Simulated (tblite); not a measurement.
## Si3H6S: geometry relaxation (part 1 of 2)

- system: Si3H6S, multiplicity 3, SMILES [SiH3][Si]S[SiH3]
- method: GFN2-xTB geometry optimisation, gas phase (tblite 0.8.0)

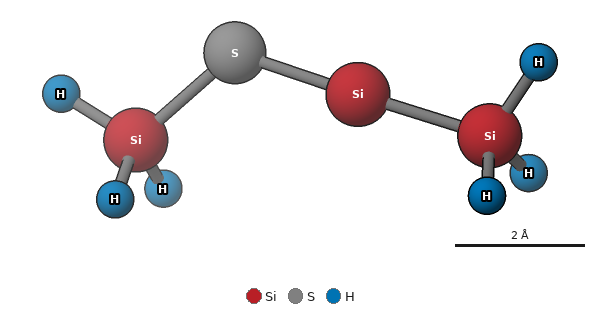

Figure 1. The starting structure (ball-and-stick view, seen at a tilt).

**Summary**

- outcome: converged
- total energy: −311.3575 eV
- hardware: 1 CPU thread, shared host
- wall time: 2.2 s
- peak memory: 0.17 GiB

**Input file**
```
{"job": {"kind": "relax", "xc": "GFN2-xTB", "basis": "xTB"}, "charge": 0, "multiplicity": 3}
Si     0.116702     0.497199     0.433400
Si     1.203776     2.177948    -0.499780
S     -0.715764    -1.384543     1.189667
Si    -0.128130    -2.281632     3.054828
H      1.197521     3.308530     0.392235
H      0.531322     2.556498    -1.711245
H      2.511729     1.800164    -0.796560
H      1.217104    -2.695231     3.000803
H     -0.256357    -1.316198     4.134106
H     -0.961376    -3.377497     3.334935
```

The first line tells a small driver script what to run in tblite; the rest is the geometry in Å.

Launch command:
```bash
OMP_NUM_THREADS=1 python <driver script> task.json out
```

**Output**
```
step      E/eV     max force
  0    -310.45944    1.864
  1    -310.59714    1.444
  2    -310.74517    1.137
  3    -310.82902    1.022
  4    -310.89780    0.780
  5    -310.94787    0.618
  6    -310.99642    0.446
  7    -311.02614    0.616
  8    -311.04724    0.491
  9    -311.07070    0.503
 10    -311.09271    0.497
 11    -311.11099    0.397
 12    -311.12284    0.290
 13    -311.13327    0.311
 14    -311.14567    0.364
 15    -311.16442    0.626
 16    -311.18954    0.735
 17    -311.21224    0.533
 18    -311.22608    0.284
 19    -311.23309    0.285
 20    -311.24025    0.347
 21    -311.25364    0.538
 22    -311.27122    0.539
 23    -311.28778    0.417
 24    -311.29833    0.240
 25    -311.30479    0.179
 26    -311.30758    0.175
 27    -311.30915    0.124
 28    -311.31018    0.088
 29    -311.31123    0.122
 30    -311.31272    0.141
 31    -311.31432    0.111
 32    -311.31498    0.057
 33    -311.31521    0.048
 34    -311.31541    0.053
 35    -311.31579    0.067
 36    -311.31637    0.085
 37    -311.31706    0.074
 38    -311.31754    0.049
 39    -311.31779    0.041
 40    -311.31799    0.043
 41    -311.31828    0.069
 42    -311.31882    0.109
 43    -311.31966    0.132
 44    -311.32057    0.106
 45    -311.32117    0.054
 46    -311.32150    0.056
 47    -311.32178    0.054
 48    -311.32226    0.093
 49    -311.32315    0.126
 50    -311.32443    0.128
 51    -311.32560    0.094
 52    -311.32624    0.042
 53    -311.32644    0.031
 54    -311.32656    0.030
 55    -311.32680    0.044
 56    -311.32720    0.058
 57    -311.32777    0.053
 58    -311.32831    0.064
 59    -311.32873    0.048
 60    -311.32917    0.055
 61    -311.32954    0.057
 62    -311.33009    0.070
 63    -311.33095    0.087
 64    -311.33229    0.109
 65    -311.33385    0.110
 66    -311.33547    0.084
 67    -311.33650    0.048
 68    -311.33684    0.034
 69    -311.33689    0.061
 70    -311.33713    0.033
 71    -311.33727    0.031
 72    -311.33757    0.034
 73    -311.33781    0.041
 74    -311.33817    0.048
 75    -311.33867    0.048
 76    -311.33940    0.059
 77    -311.33984    0.042
 78    -311.34010    0.050
 79    -311.34030    0.042
 80    -311.34051    0.038
 81    -311.34062    0.035
 82    -311.34077    0.030
 83    -311.34093    0.028
 84    -311.34115    0.035
 85    -311.34134    0.040
 86    -311.34148    0.036
 87    -311.34160    0.035
 88    -311.34173    0.022
 89    -311.34180    0.036
 90    -311.34193    0.044
 91    -311.34206    0.039
 92    -311.34242    0.039
 93    -311.34272    0.037
 94    -311.34300    0.074
 95    -311.34325    0.088
 96    -311.34377    0.070
 97    -311.34483    0.066
 98    -311.34602    0.080
 99    -311.34806    0.090
100    -311.34936    0.175
101    -311.34663    0.191
102    -311.35100    0.087
103    -311.35164    0.078
104    -311.35259    0.068
105    -311.35410    0.077
106    -311.35519    0.074
107    -311.35642    0.076
108    -311.35679    0.054
109    -311.35701    0.044
110    -311.35714    0.024
111    -311.35722    0.019
112    -311.35729    0.018
113    -311.35734    0.017
114    -311.35740    0.015
115    -311.35744    0.011
116    -311.35746    0.007
```

**Trajectory as extended XYZ (Å, eV, eV/Å), 30 frames, from step=0 to step=116**
```
10
Properties=species:S:1:pos:R:3:forces:R:3 step=0 energy=-310.45944
Si    0.1167    0.4972    0.4334   -1.5990  -0.3630   0.8760
Si    1.2038    2.1779   -0.4998   -0.1510   0.1960  -0.0510
S    -0.7158   -1.3845    1.1897    0.1470  -0.5120  -0.1280
Si   -0.1281   -2.2816    3.0548   -0.1220   1.1310   0.1920
H     1.1975    3.3085    0.3922   -0.0180   0.4430   0.3540
H     0.5313    2.5565   -1.7112   -0.3230   0.2150  -0.5280
H     2.5117    1.8002   -0.7966    1.7920  -0.1710  -0.4850
H     1.2171   -2.6952    3.0008    1.1520  -0.2980  -0.2200
H    -0.2564   -1.3162    4.1341   -0.0520   0.2280   0.0230
H    -0.9614   -3.3775    3.3349   -0.8250  -0.8670  -0.0330
10
Properties=species:S:1:pos:R:3:forces:R:3 step=4 energy=-310.89780
Si   -0.0758    0.5382    0.5317   -0.2610   0.7110   0.1850
Si    1.2334    2.1514   -0.5107    0.1170  -0.2560   0.0140
S    -0.7033   -1.4838    1.1655    0.1600  -0.3110  -0.0490
Si   -0.1136   -2.2571    3.0906    0.1530  -0.4970   0.0790
H     1.1970    3.3376    0.4166    0.0680  -0.4870  -0.3480
H     0.5091    2.5777   -1.7537    0.3430  -0.1290   0.3630
H     2.6579    1.8096   -0.8425   -0.4910   0.2950   0.0430
H     1.2944   -2.7078    2.9745   -0.3910   0.1800   0.0190
H    -0.2660   -1.2652    4.1515    0.0080   0.0290  -0.1370
H    -1.0165   -3.4155    3.3090    0.2950   0.4640  -0.1690
10
Properties=species:S:1:pos:R:3:forces:R:3 step=8 energy=-311.04724
Si   -0.1890    0.6422    0.6068   -0.1080  -0.1650   0.2830
Si    1.2426    2.0992   -0.5043   -0.3010  -0.2650   0.1620
S    -0.6613   -1.5451    1.1523    0.2350   0.3860  -0.1040
Si   -0.0962   -2.2760    3.0993   -0.0940   0.4000  -0.2690
H     1.2101    3.2732    0.3763    0.0530  -0.0070   0.1120
H     0.5564    2.5617   -1.7183    0.0520  -0.0860  -0.1200
H     2.6424    1.8547   -0.8552    0.0520  -0.0360  -0.0400
H     1.2837   -2.6923    2.9699    0.2160  -0.0580   0.0480
H    -0.2658   -1.2514    4.1260    0.0160   0.0070  -0.1040
H    -1.0064   -3.3809    3.2797   -0.1210  -0.1740   0.0310
10
Properties=species:S:1:pos:R:3:forces:R:3 step=12 energy=-311.12284
Si   -0.2670    0.6778    0.7131    0.0870   0.1600   0.1060
Si    1.1951    2.0169   -0.4680    0.0960   0.1920  -0.0400
S    -0.5853   -1.4888    1.1084    0.0150  -0.0080  -0.1820
Si   -0.0952   -2.2426    3.0518    0.1110  -0.2000   0.1040
H     1.2283    3.2212    0.3755   -0.0650  -0.0290   0.1760
H     0.5985    2.5224   -1.7169   -0.1230  -0.1880  -0.0610
H     2.6135    1.8698   -0.8621   -0.0980  -0.2580   0.0890
H     1.2971   -2.6864    2.9809   -0.0800   0.0460  -0.0030
H    -0.2634   -1.2354    4.0877   -0.0270   0.1190  -0.0670
H    -1.0051   -3.3698    3.2619    0.0850   0.1690  -0.1220
10
Properties=species:S:1:pos:R:3:forces:R:3 step=16 energy=-311.18954
Si   -0.2791    0.7527    0.8437    0.1580   0.1300   0.0020
Si    1.1649    2.0135   -0.4429   -0.1340   0.0100   0.0120
S    -0.5061   -1.4321    1.0202    0.1070  -0.3040   0.4390
Si   -0.0683   -2.2317    3.0176   -0.1400   0.6330  -0.3460
H     1.2177    3.1801    0.4524   -0.0320   0.0570  -0.0970
H     0.5793    2.4140   -1.7452   -0.0510  -0.0610   0.1900
H     2.5626    1.7677   -0.8318    0.0160  -0.1830   0.1000
H     1.3065   -2.6743    2.9912    0.2410  -0.0580  -0.0330
H    -0.2700   -1.1815    4.0216    0.0170  -0.0590  -0.1960
H    -0.9912   -3.3232    3.2057   -0.1830  -0.1650  -0.0700
10
Properties=species:S:1:pos:R:3:forces:R:3 step=20 energy=-311.24025
Si   -0.2609    0.8077    0.9448   -0.0050  -0.1780   0.0980
Si    1.1324    2.0088   -0.4217    0.0510  -0.0970   0.1150
S    -0.4357   -1.4135    1.0022   -0.0260   0.0980  -0.1820
Si   -0.0573   -2.1797    2.9536    0.0860  -0.2440   0.2320
H     1.2071    3.1636    0.4863    0.0130   0.1400  -0.2290
H     0.5551    2.3284   -1.7371   -0.0900   0.0800   0.0740
H     2.5154    1.6635   -0.7877    0.0070  -0.0930   0.1040
H     1.3233   -2.6639    2.9942   -0.0830   0.0770  -0.0470
H    -0.2739   -1.1402    3.9493   -0.0040   0.0890  -0.0520
H    -0.9892   -3.2895    3.1484    0.0520   0.1260  -0.1120
10
Properties=species:S:1:pos:R:3:forces:R:3 step=24 energy=-311.29833
Si   -0.2415    0.8093    1.1213    0.0890   0.1700  -0.0880
Si    1.0952    1.9529   -0.3511    0.0480   0.0460   0.0320
S    -0.3408   -1.3789    0.9534   -0.0450  -0.0660  -0.2270
Si   -0.0248   -2.1498    2.9108   -0.0410   0.1020   0.0320
H     1.2020    3.2062    0.4140    0.0310  -0.0140  -0.1280
H     0.4927    2.2517   -1.6670    0.0250  -0.0490   0.1200
H     2.4609    1.4885   -0.6813   -0.1770   0.0150   0.0870
H     1.3401   -2.6258    2.9775    0.1830  -0.0490   0.0360
H    -0.2791   -1.0501    3.8280    0.0140   0.0150   0.0820
H    -0.9881   -3.2187    3.0268   -0.1270  -0.1710   0.0530
10
Properties=species:S:1:pos:R:3:forces:R:3 step=28 energy=-311.31018
Si   -0.2141    0.8108    1.1289   -0.0480   0.0080   0.0480
Si    1.0955    1.9592   -0.3404   -0.0160   0.0400   0.0180
S    -0.3397   -1.3806    0.9309   -0.0010  -0.0200  -0.0240
Si   -0.0250   -2.1441    2.9040   -0.0050  -0.0410  -0.0290
H     1.2056    3.2279    0.3830    0.0520   0.0650  -0.0270
H     0.4781    2.2397   -1.6420   -0.0110  -0.0220  -0.0550
H     2.4371    1.4551   -0.6498    0.0290  -0.0120   0.0140
H     1.3534   -2.6224    2.9786   -0.0780   0.0350   0.0170
H    -0.2777   -1.0373    3.8227    0.0240  -0.0770  -0.0040
H    -0.9965   -3.2231    3.0166    0.0540   0.0240   0.0410
10
Properties=species:S:1:pos:R:3:forces:R:3 step=32 energy=-311.31498
Si   -0.2193    0.8141    1.1450   -0.0020   0.0310  -0.0100
Si    1.0890    1.9677   -0.3309    0.0160   0.0060  -0.0110
S    -0.3371   -1.3817    0.9129   -0.0020   0.0240   0.0270
Si   -0.0299   -2.1461    2.8853    0.0030   0.0050   0.0570
H     1.2256    3.2550    0.3566    0.0120   0.0100  -0.0080
H     0.4743    2.2265   -1.6411    0.0030  -0.0250  -0.0120
H     2.4289    1.4431   -0.6308   -0.0270   0.0060   0.0230
H     1.3459   -2.6136    2.9854    0.0130  -0.0090  -0.0280
H    -0.2702   -1.0528    3.8229   -0.0130  -0.0300  -0.0320
H    -0.9906   -3.2269    3.0271   -0.0020  -0.0180  -0.0060
10
Properties=species:S:1:pos:R:3:forces:R:3 step=36 energy=-311.31637
Si   -0.2180    0.8249    1.1482   -0.0160   0.0020   0.0090
Si    1.0889    1.9751   -0.3315   -0.0480   0.0070   0.0210
S    -0.3363   -1.3739    0.9189   -0.0010   0.0350   0.0330
Si   -0.0291   -2.1500    2.8888    0.0110  -0.0480  -0.0670
H     1.2334    3.2668    0.3478    0.0000  -0.0040  -0.0280
H     0.4720    2.2124   -1.6444    0.0110  -0.0020  -0.0110
H     2.4203    1.4348   -0.6165    0.0510  -0.0110  -0.0040
H     1.3485   -2.6141    2.9783    0.0100  -0.0130  -0.0130
H    -0.2741   -1.0585    3.8170   -0.0230   0.0500   0.0640
H    -0.9892   -3.2323    3.0258    0.0050  -0.0160  -0.0060
10
Properties=species:S:1:pos:R:3:forces:R:3 step=40 energy=-311.31799
Si   -0.2333    0.8425    1.1588    0.0030   0.0200   0.0020
Si    1.0821    1.9767   -0.3276    0.0290  -0.0130  -0.0100
S    -0.3336   -1.3571    0.9296   -0.0190   0.0120  -0.0110
Si   -0.0274   -2.1588    2.8874   -0.0030   0.0380   0.0190
H     1.2468    3.2792    0.3248   -0.0330   0.0000  -0.0080
H     0.4775    2.1959   -1.6500    0.0040  -0.0030   0.0040
H     2.4184    1.4330   -0.6011    0.0000  -0.0120   0.0080
H     1.3535   -2.6170    2.9666   -0.0110  -0.0090  -0.0010
H    -0.2814   -1.0651    3.8190    0.0070  -0.0370   0.0190
H    -0.9860   -3.2440    3.0249    0.0230   0.0050  -0.0220
10
Properties=species:S:1:pos:R:3:forces:R:3 step=44 energy=-311.32057
Si   -0.2486    0.8821    1.1767    0.0040  -0.0050   0.0170
Si    1.0838    1.9740   -0.3239    0.0560  -0.0400  -0.0800
S    -0.3445   -1.3174    0.9436   -0.0200  -0.0050   0.0240
Si   -0.0237   -2.1539    2.8859   -0.0070  -0.0240  -0.0190
H     1.2406    3.2969    0.2793   -0.0080   0.0460   0.0470
H     0.4878    2.1674   -1.6550    0.0150  -0.0310   0.0010
H     2.4219    1.4132   -0.5702   -0.0560   0.0160   0.0150
H     1.3527   -2.6281    2.9463    0.0110   0.0400   0.0020
H    -0.2905   -1.0914    3.8466    0.0240  -0.0070   0.0210
H    -0.9630   -3.2577    3.0031   -0.0180   0.0100  -0.0280
10
Properties=species:S:1:pos:R:3:forces:R:3 step=48 energy=-311.32226
Si   -0.2477    0.9054    1.1864    0.0160  -0.0030   0.0070
Si    1.0875    1.9766   -0.3319   -0.0530   0.0320   0.0690
S    -0.3544   -1.2943    0.9551   -0.0240  -0.0030  -0.0060
Si   -0.0222   -2.1543    2.8829   -0.0060   0.0090   0.0280
H     1.2336    3.3064    0.2737   -0.0040  -0.0470  -0.0360
H     0.4944    2.1414   -1.6655    0.0140  -0.0020  -0.0220
H     2.4165    1.4002   -0.5534    0.0410   0.0030  -0.0080
H     1.3551   -2.6258    2.9366    0.0200   0.0420  -0.0020
H    -0.2904   -1.1073    3.8625    0.0300  -0.0260  -0.0030
H    -0.9558   -3.2630    2.9860   -0.0330  -0.0040  -0.0270
10
Properties=species:S:1:pos:R:3:forces:R:3 step=52 energy=-311.32624
Si   -0.2546    0.9572    1.2191    0.0190  -0.0020   0.0160
Si    1.0843    1.9713   -0.3326    0.0010   0.0150   0.0120
S    -0.4026   -1.2377    0.9939   -0.0290  -0.0170  -0.0050
Si   -0.0229   -2.1618    2.8836   -0.0050   0.0380   0.0170
H     1.2147    3.3254    0.2166    0.0040  -0.0290  -0.0160
H     0.5320    2.0823   -1.6904   -0.0040  -0.0100   0.0010
H     2.4207    1.3882   -0.5100    0.0060   0.0210   0.0120
H     1.3688   -2.5921    2.9068    0.0060  -0.0070  -0.0200
H    -0.2713   -1.1680    3.9225   -0.0180  -0.0190  -0.0280
H    -0.9524   -3.2795    2.9228    0.0200   0.0090   0.0120
```
